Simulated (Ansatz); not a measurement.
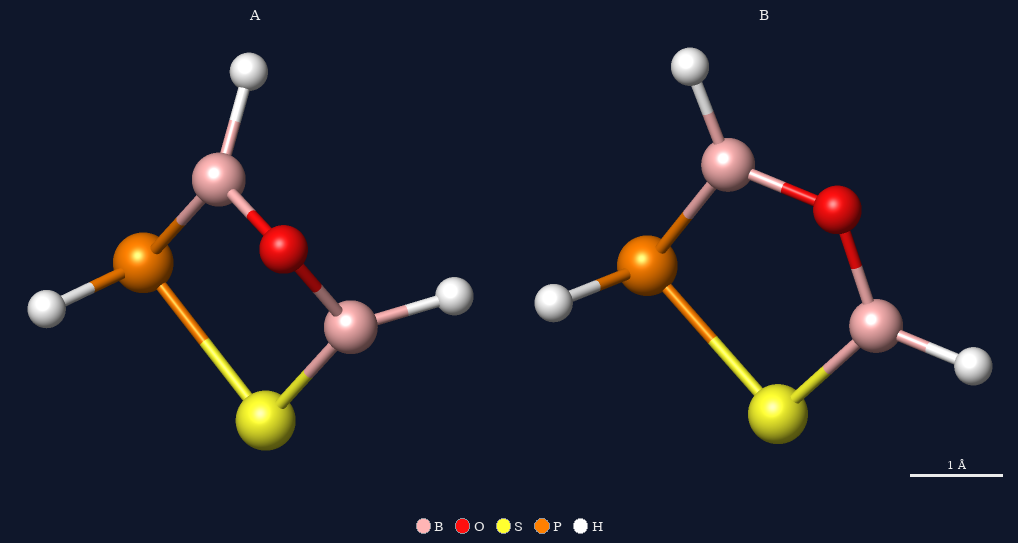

Two geometries of B2PH3SO (coarse preliminary run), drawn at one scale. One is the start of a relaxation, the other its converged end. A ball-and-stick model, seen at a tilt.

Theory: RKS PBE-D4/def2-SVP in Ansatz. (force threshold 0.03 eV/Å; at most 200 steps)

Which geometry has the lower energy?

Structure B is the relaxed one. The start comes from a force field. An H atom moves most after the best rigid fit: 0.95 Å. By element the largest moves are H 0.95 Å, O 0.93 Å, B 0.26 Å, S 0.10 Å, P 0.06 Å. Among the contacts that change: B–O 1.450 → 1.394 Å, B–H 1.243 → 1.214 Å, P–S 2.209 → 2.181 Å, B–O 1.395 → 1.370 Å. Bond angles that change, for instance: B–O–B 99.0° → 119.6°, P–B–H 114.2° → 124.5°, B–S–P 88.7° → 94.5°. Groups turn about B–O by about 70°, B–O by about 65°, B–S by about 50°. Over 9 geometry steps the energy falls by 38.1 kcal/mol. The largest force component goes from 1.7 to 0.016 eV/Å. The run took of the order of 29 core-seconds on a shared host.
